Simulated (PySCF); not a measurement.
**SVWN5/def2-SVP run of [SiCl3]+ (SMILES Cl[Si+](Cl)Cl)**

Aim: the vertical singlet–triplet gap of [SiCl3]+ at SVWN5/def2-SVP, from 2 runs. 

The results are computed with PySCF 2.14.0.

2 further runs of the same task are left out: 2 set aside as unsound or not needed.

## Step 1: The structure to begin with

[SiCl3]+ has 4 atoms, charge +1, and is taken as a singlet. As SMILES, `Cl[Si+](Cl)Cl`. The coordinates come from a PBE0-D4/def2-TZVP relaxation.

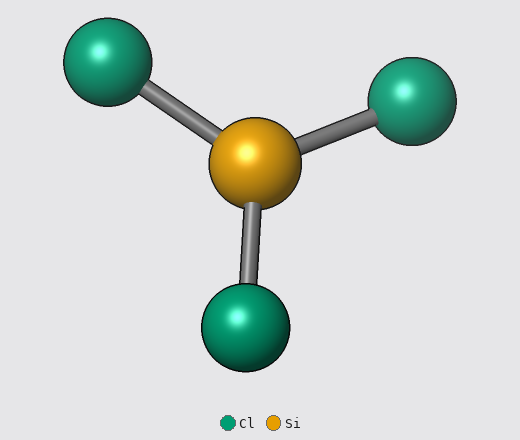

The structure, seen from a chosen angle (chlorine teal, silicon amber).

## Step 2: A single-point energy at SVWN5/def2-SVP

File job.py:

```python
from pyscf import gto, dft

molecule = gto.M(
    atom=[
    ('Cl', (-1.556000, -0.622300, 0.990900)),
    ('Si', (-0.000000, -0.000100, -0.000100)),
    ('Cl', (1.772000, -0.669600, 0.449500)),
    ('Cl', (-0.216000, 1.292000, -1.440300)),
],
    charge=1,
    spin=0,
    basis='def2-svp',
    max_memory=1860,
    verbose=4,
)

ks = dft.RKS(molecule)
ks.xc = 'svwn'
ks.conv_tol = 1e-10
ks.grids.level = 4
ks.kernel()
if not ks.converged:
    ks = ks.newton().run(ks.mo_coeff, ks.mo_occ)

etot = ks.e_tot
print('E = %.10f Eh' % etot)
```

Launch:

```bash
OMP_NUM_THREADS=1 python job.py
```

The log of the run:

```text
PySCF version 2.14.0

[INPUT] num. atoms = 4
[INPUT] num. electrons = 64
[INPUT] charge = 1
[INPUT] spin (= nelec alpha-beta = 2S) = 0
[INPUT] symmetry False subgroup None
[INPUT] Mole.unit = angstrom
[INPUT] Symbol           X                Y                Z      unit          X                Y                Z       unit  Magmom
[INPUT]  1 Cl    -1.556000000000  -0.622300000000   0.990900000000 AA   -2.940413849823  -1.175976567317   1.872529616832 Bohr   0.0
[INPUT]  2 Si     0.000000000000  -0.000100000000  -0.000100000000 AA    0.000000000000  -0.000188972612  -0.000188972612 Bohr   0.0
[INPUT]  3 Cl     1.772000000000  -0.669600000000   0.449500000000 AA    3.348594692729  -1.265360613009   0.849431892992 Bohr   0.0
[INPUT]  4 Cl    -0.216000000000   1.292000000000  -1.440300000000 AA   -0.408180842906   2.441526152938  -2.721772537211 Bohr   0.0

nuclear repulsion = 330.127151083418
number of shells = 32
number of NR pGTOs = 144
number of NR cGTOs = 72
basis = def2-svp
ecp = {}

******** <class 'pyscf.dft.rks.RKS'> ********
method = RKS
initial guess = minao
damping factor = 0
level_shift factor = 0
DIIS = <class 'pyscf.scf.diis.CDIIS'>
diis_start_cycle = 1
diis_space = 8
diis_damp = 0
SCF conv_tol = 1e-10
SCF conv_tol_grad = None
SCF max_cycles = 50
direct_scf = True
direct_scf_tol = 1e-13
XC library pyscf.dft.libxc version 7.0.0
    S. Lehtola, C. Steigemann, M. J.T. Oliveira, and M. A.L. Marques.,  SoftwareX 7, 1–5 (2018)
XC functionals = svwn
    P. A. M. Dirac.,  Math. Proc. Cambridge Philos. Soc. 26, 376 (1930)
    F. Bloch.,  Z. Phys. 57, 545 (1929)
    S. H. Vosko, L. Wilk, and M. Nusair.,  Can. J. Phys. 58, 1200 (1980)
radial grids:
    Treutler-Ahlrichs [JCP 102, 346 (1995); DOI:10.1063/1.469408] (M4) radial grids

becke partition: Becke, JCP 88, 2547 (1988); DOI:10.1063/1.454033
pruning grids: <function nwchem_prune>
grids dens level: 4
symmetrized grids: False
atomic radii adjust function: <function treutler_atomic_radii_adjust>
small_rho_cutoff = 0
Set gradient conv threshold to 1e-05
Initial guess from minao.
tot grids = 114992
init E= -1664.63859901795
  HOMO = -0.344259106030861  LUMO = -0.112340431256417  gap/eV = 6.31083
cycle= 1 E= -1663.72001240425  delta_E= 0.919  |g|= 0.437  |ddm|= 2.47
  HOMO = -0.513439216340737  LUMO = -0.392816745316872  gap/eV = 3.28230
cycle= 2 E= -1663.4888404712  delta_E= 0.231  |g|= 1.01  |ddm|= 1.76
  HOMO = -0.523184836467631  LUMO = -0.346670346411849  gap/eV = 4.80320
cycle= 3 E= -1663.78485794788  delta_E= -0.296  |g|= 0.0346  |ddm|= 1.16
  HOMO = -0.521834950770969  LUMO = -0.343237335250664  gap/eV = 4.85989
cycle= 4 E= -1663.78510641336  delta_E= -0.000248  |g|= 0.0105  |ddm|= 0.0483
  HOMO = -0.521395107437722  LUMO = -0.342851456607944  gap/eV = 4.85842
cycle= 5 E= -1663.78513650046  delta_E= -3.01e-05  |g|= 0.00213  |ddm|= 0.0103
  HOMO = -0.521673073173835  LUMO = -0.343023474796242  gap/eV = 4.86130
cycle= 6 E= -1663.78513758463  delta_E= -1.08e-06  |g|= 0.000296  |ddm|= 0.00255
  HOMO = -0.52165870710928  LUMO = -0.342980965629  gap/eV = 4.86207
cycle= 7 E= -1663.78513761532  delta_E= -3.07e-08  |g|= 6.07e-06  |ddm|= 0.000431
  HOMO = -0.52165922723515  LUMO = -0.342981489628487  gap/eV = 4.86207
cycle= 8 E= -1663.78513761533  delta_E= -5.46e-12  |g|= 4.6e-06  |ddm|= 1.26e-05
  HOMO = -0.521659247898115  LUMO = -0.342981396215236  gap/eV = 4.86207
Extra cycle  E= -1663.78513761531  delta_E= 1.91e-11  |g|= 8.97e-06  |ddm|= 1.88e-05
converged SCF energy = -1663.78513761531
E = -1663.7851376153 Eh
```

It took 3.3 s on 1 thread of Arm Neoverse V2, shared host; peak memory 0.24 GiB.

## Step 3: The triplet

File job.py:

```python
from pyscf import gto, dft

mol = gto.M(
    atom='Cl -1.556000 -0.622300 0.990900; Si -0.000000 -0.000100 -0.000100; Cl 1.772000 -0.669600 0.449500; Cl -0.216000 1.292000 -1.440300',
    verbose=3,
    spin=2,
    basis='def2-svp',
    charge=1,
    max_memory=1860,
)

mf = dft.UKS(mol, xc='svwn')
mf.conv_tol = 1e-10
mf.grids.level = 4
mf.kernel()
if not mf.converged:
    mf = mf.newton().run(mf.mo_coeff, mf.mo_occ)

e_tot = mf.e_tot
print('Final energy', e_tot)
```

Launch:

```bash
OMP_NUM_THREADS=1 python job.py
```

The log of the run:

```text
WARN: HOMO -0.112340431256417 >= LUMO -0.344259106030861

WARN: HOMO -0.370470864051341 >= LUMO -0.543687477762805

WARN: HOMO -0.336819132815231 >= LUMO -0.539148129978307

WARN: HOMO -0.334814702533756 >= LUMO -0.533348249943978

WARN: HOMO -0.334554263670938 >= LUMO -0.533277726249227

WARN: HOMO -0.335117341039556 >= LUMO -0.53372388461447

WARN: HOMO -0.33515409419971 >= LUMO -0.533577084252011

WARN: HOMO -0.335164784447971 >= LUMO -0.533587684363548

WARN: HOMO -0.335181264625099 >= LUMO -0.533606553145813

WARN: HOMO -0.335182549853568 >= LUMO -0.533605200099946

WARN: HOMO -0.335182771624992 >= LUMO -0.533605292973576

WARN: HOMO -0.335182499746836 >= LUMO -0.533605207490766

WARN: HOMO -0.335182523861508 >= LUMO -0.533605251697266

WARN: HOMO -0.3351825441286 >= LUMO -0.533605243565233

converged SCF energy = -1663.59793089022  <S^2> = 2.0015199  2S+1 = 3.0010131
Final energy -1663.597930890222
```

Run time: 8.1 s. Hardware: 1 thread of Arm Neoverse V2, shared host; peak memory 0.24 GiB.

## Step 4: Outcome

At SVWN5/def2-SVP:

| quantity | value |
| --- | --- |
| singlet: total energy | -1663.78514 Eh |
| singlet: HOMO energy | -14.20 eV |
| singlet: LUMO energy | -9.33 eV |
| singlet: HOMO–LUMO gap | 4.86 eV |
| triplet: total energy | -1663.59793 Eh |
| triplet: HOMO energy (highest over α and β) | -9.12 eV |
| triplet: ⟨S²⟩ | 2.002 |
| vertical energy of the triplet above the singlet | 5.094 eV |

What this shows: At this shape the triplet lies 5.09 eV (117 kcal/mol) above the singlet.
